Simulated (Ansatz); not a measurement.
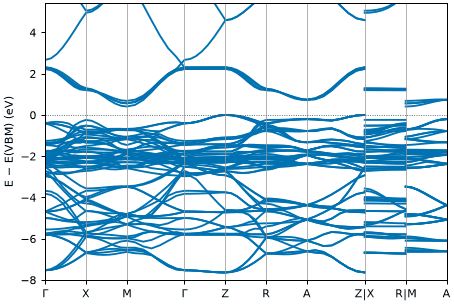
Figure: Band structure from plane-wave PAW r²SCAN (Ansatz code)

Problem. Read off the gap and where the band edges lie.

Solution. About 0.4 eV (0.41 eV by a search for the band edges); maximum at Z, minimum at M.

Problem. Pick the material that matches.
(A) Nb2O5, I4/mmm (Pearson symbol tI112)
(B) CuO, I4/mmm (Cu on 2a, O on 2b)
(C) SrTiO3, I4/mcm (Sr on 4b, Ti on 4c, O on 8h, O on 4a)
(D) ZnIn2O4, I-4 (In on 2b, In on 2d, Zn on 2a, O on 8g)

Solution. B, CuO, I4/mmm (Cu on 2a, O on 2b)

The start of the workflow was typed in or built on a structure type; neither database checked (COD, Materials Project) lists it. It is not the phase usual at ambient conditions (space group No. 15). The cell was relaxed with r²SCAN under the symmetry of its start, as lowered by the spin order; whether a distortion lowers the energy is not shown. The final state is antiferromagnetic, the only order run, not a proven ground state. Other orbital occupations within this spin state were not tried. No Hubbard U is applied.

Potentials: the earlier of the program's two PAW sets. The files were generated under PBE; for other functionals the program regenerates the frozen cores, and for LDA and PBEsol the local potential too.
